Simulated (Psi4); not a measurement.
# BNH2F (SMILES N[B]F): a chain of runs

Aim: a structure relaxation (USVWN-RPA/pcseg-1), then vibrational wavenumbers of BNH2F. The job is set up through an ASE script.

The calculation is run with Psi4 1.11.

### 1 The structure to begin with

BNH2F: 5 atoms, total charge 0, spin state doublet. SMILES: `N[B]F`. The coordinates come from a PBE0-D4/def2-TZVP relaxation. This is one conformer, not always the lowest. The run starts from this shape.

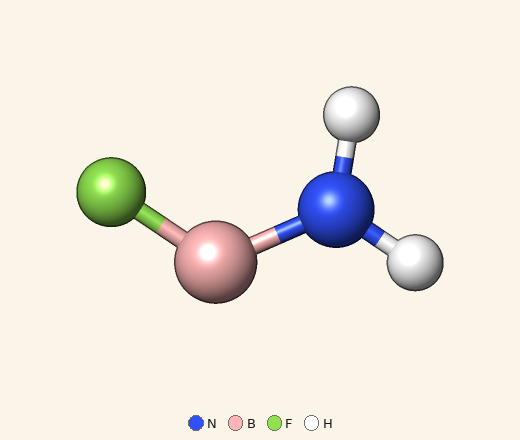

The structure, seen from a chosen angle (nitrogen blue, boron pink, fluorine green, hydrogen white).

### 2 A structure relaxation at USVWN-RPA/pcseg-1 (density fitting) (run 1)

Input file bfh2n.xyz:

```xyz
5
BFH2N
N     -0.315200     0.284600    -0.298300
B      0.256800    -0.904700     0.119300
F      1.186500    -0.957100     1.060600
H     -1.019600     0.322000    -1.012000
H     -0.058500     1.181700     0.088900
```

Input file run.py:

```python
import numpy as np
from ase.calculators.psi4 import Psi4
from ase.io import read
from ase.optimize import FIRE

a = read('bfh2n.xyz')
calc = Psi4(atoms=a, method='svwn', basis='pcseg-1', memory='1600MB', num_threads=1, charge=0, multiplicity=2, label='bfh2n', reference='uks')
a.calc = calc

opt = FIRE(a)
done = opt.run(fmax=0.02, steps=60)
print('converged:', done)
for s, p in zip(a.symbols, a.positions):
    print(f'{s:2s} {p[0]:12.6f} {p[1]:12.6f} {p[2]:12.6f}')
```

Started as:

```
$ python run.py
```

bfh2n.dat:

```text
[...]
  Running in c1 symmetry.
[...]
  Nuclear repulsion =   58.727691565135338
[...]
  Multiplicity = 2
[...]
  Nalpha       = 12
  Nbeta        = 11
[...]
    Number of basis functions: 52
[...]
   @DF-UKS iter   1:  -179.36326461923156   -8.43869e-02   1.75870e-02 DIIS/ADIIS
[...]
   @DF-UKS iter  12:  -179.71931022253139   -3.69482e-13   2.66812e-09 DIIS
[...]
   @S^2 Observed:                7.520394256E-01
[...]
    Orbital Energies [Eh]
    ---------------------
    Alpha Occupied:
       1A    -24.099120     2A    -13.882713     3A     -6.499902
       4A     -1.123780     5A     -0.819741     6A     -0.522810
       7A     -0.494972     8A     -0.470730     9A     -0.421291
      10A     -0.398619    11A     -0.290285    12A     -0.181460
    Alpha Virtual:
      13A     -0.026771    14A      0.001643    15A      0.046274
      16A      0.087048    17A      0.152832    18A      0.208956
      19A      0.255116    20A      0.397418    21A      0.428702
      22A      0.466256    23A      0.550208    24A      0.611985
      25A      0.665836    26A      0.731328    27A      0.964441
[...]
  @DF-UKS Final Energy:  -179.71931022253139
   => Energetics <=
    Nuclear Repulsion Energy =             58.7276915651353377
    One-Electron Energy =                -364.1040924055965320
    Two-Electron Energy =                 146.8889486283090378
    DFT Exchange-Correlation Energy =     -21.2318580103792378
    Empirical Dispersion Energy =           0.0000000000000000
    VV10 Nonlocal Energy =                  0.0000000000000000
    Total Energy =                       -179.7193102225313908
[...]
 Multipole Moments:
 ------------------------------------------------------------------------------------
     Multipole            Electronic (a.u.)      Nuclear  (a.u.)        Total (a.u.)
 ------------------------------------------------------------------------------------
 L = 1.  Multiply by 2.5417464519 to convert [e a0] to [Debye]
 Dipole X            :          1.8758842           -2.3623658           -0.4864817
 Dipole Y            :         -2.3132789            3.1603511            0.8470723
 Dipole Z            :          1.5911620           -1.9693271           -0.3781651
 Magnitude           :                                                    1.0474754
[...]
  -Total Gradient:
     Atom            X                  Y                   Z
    ------   -----------------  -----------------  -----------------
       1       -0.000088915872     0.000237307654    -0.000056316970
       2        0.000036408231    -0.000103660429     0.000023285989
       3       -0.000053594010    -0.000347501992    -0.000103965980
       4        0.000042547917    -0.000287156887     0.000002257295
       5        0.000127436285     0.000099701413     0.000143853488
[...]
```

The script printed:

```text
Step     Time          Energy          fmax
FIRE:    0 hh:mm:ss    -4890.398442        0.841009
FIRE:    1 hh:mm:ss    -4890.408715        0.305609
FIRE:    2 hh:mm:ss    -4890.406350        0.838682
FIRE:    3 hh:mm:ss    -4890.408586        0.613655
FIRE:    4 hh:mm:ss    -4890.410808        0.230599
FIRE:    5 hh:mm:ss    -4890.410891        0.206035
FIRE:    6 hh:mm:ss    -4890.410947        0.193773
FIRE:    7 hh:mm:ss    -4890.411045        0.170087
FIRE:    8 hh:mm:ss    -4890.411158        0.136629
FIRE:    9 hh:mm:ss    -4890.411259        0.095894
FIRE:   10 hh:mm:ss    -4890.411321        0.051800
FIRE:   11 hh:mm:ss    -4890.411336        0.046358
FIRE:   12 hh:mm:ss    -4890.411337        0.045756
FIRE:   13 hh:mm:ss    -4890.411339        0.044564
FIRE:   14 hh:mm:ss    -4890.411341        0.042805
FIRE:   15 hh:mm:ss    -4890.411345        0.040515
FIRE:   16 hh:mm:ss    -4890.411348        0.039657
FIRE:   17 hh:mm:ss    -4890.411353        0.039073
FIRE:   18 hh:mm:ss    -4890.411358        0.038418
FIRE:   19 hh:mm:ss    -4890.411363        0.037621
FIRE:   20 hh:mm:ss    -4890.411370        0.036671
FIRE:   21 hh:mm:ss    -4890.411377        0.035560
FIRE:   22 hh:mm:ss    -4890.411386        0.034290
FIRE:   23 hh:mm:ss    -4890.411395        0.032868
FIRE:   24 hh:mm:ss    -4890.411406        0.031305
FIRE:   25 hh:mm:ss    -4890.411418        0.029602
FIRE:   26 hh:mm:ss    -4890.411432        0.027733
FIRE:   27 hh:mm:ss    -4890.411448        0.027562
FIRE:   28 hh:mm:ss    -4890.411464        0.027398
FIRE:   29 hh:mm:ss    -4890.411481        0.027105
FIRE:   30 hh:mm:ss    -4890.411496        0.026629
FIRE:   31 hh:mm:ss    -4890.411509        0.025826
FIRE:   32 hh:mm:ss    -4890.411521        0.024533
FIRE:   33 hh:mm:ss    -4890.411528        0.022857
FIRE:   34 hh:mm:ss    -4890.411529        0.021079
FIRE:   35 hh:mm:ss    -4890.411526        0.018854
converged: True
N     -0.314391     0.280697    -0.298045
B      0.255910    -0.907577     0.117948
F      1.186100    -0.948057     1.061492
H     -1.029725     0.316974    -1.022995
H     -0.048811     1.190846     0.100057
```

It took 77 s on 1 thread of Intel Xeon 6975P-C (Granite Rapids), shared host; peak memory 0.72 GiB.

Step by step:

```
step  energy from the first frame kept (eV)  largest force (eV/Å)
   0                                 0.0000                0.8410
   2                                -0.0079                0.8387
   4                                -0.0124                0.2306
   6                                -0.0125                0.1938
   8                                -0.0127                0.1366
  10                                -0.0129                0.0518
  12                                -0.0129                0.0458
  14                                -0.0129                0.0428
  16                                -0.0129                0.0397
  18                                -0.0129                0.0384
  20                                -0.0129                0.0367
  22                                -0.0129                0.0343
  24                                -0.0130                0.0313
  26                                -0.0130                0.0277
  28                                -0.0130                0.0274
  30                                -0.0131                0.0266
  32                                -0.0131                0.0245
  34                                -0.0131                0.0211
  35                                -0.0131                0.0189
```

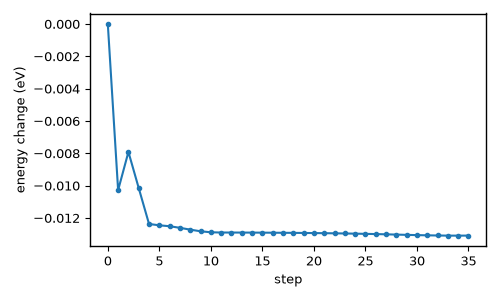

Energy along the run.

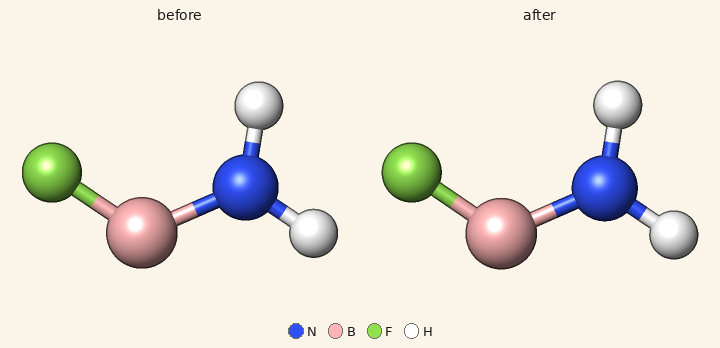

Before and after, at one scale.

After the run. Bond lengths: N1–B2 1.382 Å, B2–F3 1.326 Å, N1–H4 1.019 Å, N1–H5 1.028 Å. Angles: N1–B2–F3 122.0°, B2–N1–H4 122.3°, B2–N1–H5 122.5°, H4–N1–H5 115.2°.

### 3 Vibrational wavenumbers at USVWN-RPA/pcseg-1 (density fitting) (run 2)

Input file bfh2n.xyz:

```xyz
5
BFH2N
N     -0.314249     0.278750    -0.298171
B      0.256051    -0.909524     0.117822
F      1.186241    -0.950004     1.061366
H     -1.029584     0.315026    -1.023121
H     -0.048669     1.188899     0.099931
```

Input file bfh2n_ase.py:

```python
import numpy as np
from ase.calculators.psi4 import Psi4
from ase.io import read
from ase.vibrations import Vibrations

atoms = read('bfh2n.xyz')
calc = Psi4(atoms=atoms, method='svwn', basis='pcseg-1', memory='1600MB', num_threads=1, charge=0, multiplicity=2, label='calc', reference='uks')
atoms.calc = calc

vib = Vibrations(atoms, delta=0.01)
vib.run()
vib.summary()
```

Started as:

```
$ python bfh2n_ase.py
```

calc.dat (excerpt; [...] marks lines left out):

```text
[...]
  Running in c1 symmetry.
[...]
  Nuclear repulsion =   58.715383518042060
[...]
  Multiplicity = 2
[...]
  Nalpha       = 12
  Nbeta        = 11
[...]
    Number of basis functions: 52
[...]
   @DF-UKS iter   1:  -179.36358016817960   -8.54394e-02   1.75743e-02 ADIIS/DIIS
[...]
   @DF-UKS iter  12:  -179.71929236191906   -4.54747e-13   2.69430e-09 DIIS
[...]
   @S^2 Observed:                7.520403170E-01
[...]
  @DF-UKS Final Energy:  -179.71929236191906
   => Energetics <=
    Nuclear Repulsion Energy =             58.7153835180420600
    One-Electron Energy =                -364.0823522383789737
    Two-Electron Energy =                 146.8779545802737232
    DFT Exchange-Correlation Energy =     -21.2302782218558761
    Empirical Dispersion Energy =           0.0000000000000000
    VV10 Nonlocal Energy =                  0.0000000000000000
    Total Energy =                       -179.7192923619190594
[...]
 Multipole Moments:
 ------------------------------------------------------------------------------------
     Multipole            Electronic (a.u.)      Nuclear  (a.u.)        Total (a.u.)
 ------------------------------------------------------------------------------------
 L = 1.  Multiply by 2.5417464519 to convert [e a0] to [Debye]
 Dipole X            :          1.8743133           -2.3623653           -0.4880519
 Dipole Y            :         -2.3141489            3.1603504            0.8462015
 Dipole Z            :          1.5869563           -1.9599469           -0.3729907
 Magnitude           :                                                    1.0456451
[...]
  -Total Gradient:
     Atom            X                  Y                   Z
    ------   -----------------  -----------------  -----------------
       1       -0.001169473133    -0.001918141044    -0.001695830328
       2        0.000001236684    -0.000043303258     0.000225003828
       3        0.000012182723    -0.000357956417    -0.000169445359
       4        0.000023222134    -0.000658392558    -0.000101119860
       5        0.001200160578     0.002576984806     0.001747080047
[...]
```

The script printed:

```text
---------------------
  #    meV     cm^-1
---------------------
  0    1.8i     14.5i
  1    0.9i      7.3i
  2    0.7i      5.9i
  3    0.3i      2.7i
  4    0.9       7.2
  5    3.2      26.0
  6   49.8     401.7
  7   58.5     472.0
  8   71.2     574.0
  9  105.3     849.7
 10  142.5    1149.0
 11  174.5    1407.6
 12  189.8    1531.1
 13  424.0    3419.8
 14  447.5    3609.2
---------------------
Zero-point energy: 0.834 eV
```

Wall time 67 s (1 thread of Intel Xeon 6975P-C (Granite Rapids), shared host); peak memory 0.68 GiB.

### 4 Outcome

| quantity | value |
| --- | --- |
| run 1, USVWN-RPA/pcseg-1: total energy at the end | -179.71931 Eh |
| run 1, USVWN-RPA/pcseg-1: dipole moment | 2.66 D |
| run 1, USVWN-RPA/pcseg-1: HOMO energy (highest over α and β) | -4.94 eV |
| run 1, USVWN-RPA/pcseg-1: LUMO energy (lowest over α and β) | -2.99 eV |
| run 1, USVWN-RPA/pcseg-1: ⟨S²⟩ | 0.752 |

**Reading.** The optimisation (run 1, USVWN-RPA/pcseg-1) took 35 steps and changed the energy by -0.013 eV.
